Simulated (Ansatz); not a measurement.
# CH6AlBSi: ladder of methods at one geometry

How do the methods compare on CH6AlBSi, in result and in cost? Wanted for CH6AlBSi: a ladder of methods at one geometry.

Program: Ansatz 0.2.0 through its Python package. The levels of theory stand in the script. These are calculated values, not measurements.

**1. The system**

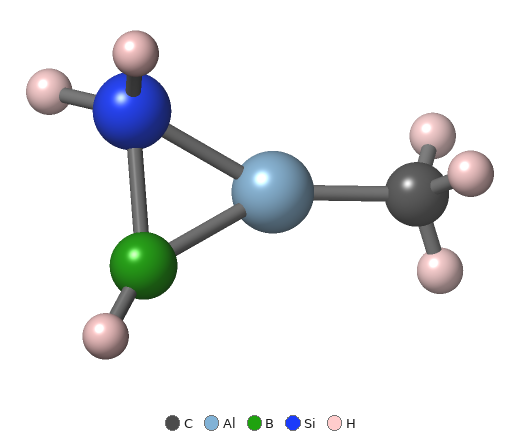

The starting structure, viewed from a chosen angle; carbon dark grey, aluminium light blue, boron green, silicon blue, hydrogen pink.

No structure file is read: the coordinates are typed or built in the script.

**2. Script**

methods_ch6albsi.py reads:

```python
"""One geometry of CH6AlBSi, method by method."""

import ansatz as az
from ase import Atoms

atoms = Atoms(["C", "Al", "B", "Si", "H", "H", "H", "H", "H", "H"], positions=[
    [-1.2887, 1.0622, -1.3663],
    [-0.2865, 0.0433, -0.0654],
    [0.5581, -1.845, 0.5708],
    [1.3581, -0.1768, 1.4052],
    [-0.6967, 1.3448, -2.2694],
    [-1.6861, 2.061, -0.901],
    [-2.1859, 0.5165, -1.7097],
    [0.7015, -3.0016, 0.4531],
    [0.9405, -0.1326, 2.8793],
    [2.6689, 0.077, 1.0065],
])
system = az.Crystal.molecule_from_ase(atoms)

calculation = system.calculation().basis(gaussian="def2-SVP")

methods = ["mp2", "ccsd", "ccsd_t"]
reports = [calculation.correlation(m).run().report for m in methods]
print(f"Hartree-Fock reference {reports[0]['reference_energy_ev'] / 27.211386246:.6f} Ha")
best = reports[-1]["free_energy_ev"] - reports[-1]["reference_energy_ev"]
for method, each in zip(methods, reports):
    gained = each["free_energy_ev"] - each["reference_energy_ev"]
    print(f"{method:8s} total {each['free_energy_ev'] / 27.211386246:.6f} Ha  correlation {gained:9.4f} eV  ({100 * gained / best:.1f} % of the last)")
```

**3. The calls as engine input**

The package turns the script's settings into the engine's input (first run):

```yaml
crystal:
  periodic: [false, false, false]
  atoms:
    - { symbol: C, position_ang: [-1.2887, 1.0622, -1.3663] }
    - { symbol: Al, position_ang: [-0.2865, 0.0433, -0.0654] }
    - { symbol: B, position_ang: [0.5581, -1.845, 0.5708] }
    - { symbol: Si, position_ang: [1.3581, -0.1768, 1.4052] }
    - { symbol: H, position_ang: [-0.6967, 1.3448, -2.2694] }
    - { symbol: H, position_ang: [-1.6861, 2.061, -0.901] }
    - { symbol: H, position_ang: [-2.1859, 0.5165, -1.7097] }
    - { symbol: H, position_ang: [0.7015, -3.0016, 0.4531] }
    - { symbol: H, position_ang: [0.9405, -0.1326, 2.8793] }
    - { symbol: H, position_ang: [2.6689, 0.077, 1.0065] }
basis:
  gaussian:
    orbitals: def2-SVP
correlation:
  method: mp2
```

**4. Running it**

Run with:

```
$ python methods_ch6albsi.py
```

The program printed:

```text
Hartree-Fock reference -596.546063 Ha
mp2      total -596.922338 Ha  correlation  -10.2390 eV  (83.3 % of the last)
ccsd     total -596.983175 Ha  correlation  -11.8944 eV  (96.8 % of the last)
ccsd_t   total -596.997663 Ha  correlation  -12.2887 eV  (100.0 % of the last)
```

Run time: 21 s. Hardware: 1 thread of Arm Neoverse V1, shared host; peak memory 0.39 GiB.

**5. Inputs of later runs**

The engine's inputs for the other runs:

Run 2, against run 1:

```diff
@@ -18 +18 @@
-  method: mp2
+  method: ccsd
```

Run 3, against run 1:

```diff
@@ -18 +18 @@
-  method: mp2
+  method: ccsd_t
```

**6. The runs side by side**

From the records of these 3 runs:

| run | method | energy (eV) | iterations in all | CPU time (s) |
| --- | --- | --- | --- | --- |
| 1 | mp2 | -16243.0843 | 18 | 1.4 |
| 2 | ccsd | -16244.7397 | 64 | 8.6 |
| 3 | ccsd_t | -16245.1340 | 64 | 10 |

Correlation energies (total less mean field):

| method | correlation (eV) | share of the last | miss against the last (eV) | CPU time (s) |
| --- | --- | --- | --- | --- |
| mp2 | -10.239 | 83.3 % | +2.050 | 1.4 |
| ccsd | -11.894 | 96.8 % | +0.394 | 8.6 |
| ccsd_t | -12.289 | 100.0 % | +0.000 | 10 |

**7. Results**

| quantity | value |
| --- | --- |
| runs compared | 3 |
| correlation energy, last run | -12.289 eV |

mp2 catches 83 % of the correlation energy of ccsd_t. In CPU time, run 3 (ccsd_t) cost about 7.1 times as much as run 1 (mp2). The geometry is a force-field or estimated start, not a minimum of this method, and the basis set is short of its limit. A lower total doesn't mark the better method: functionals have no common bound, and MP2 and coupled cluster aren't variational. Inner cores stay frozen, so this is valence correlation.
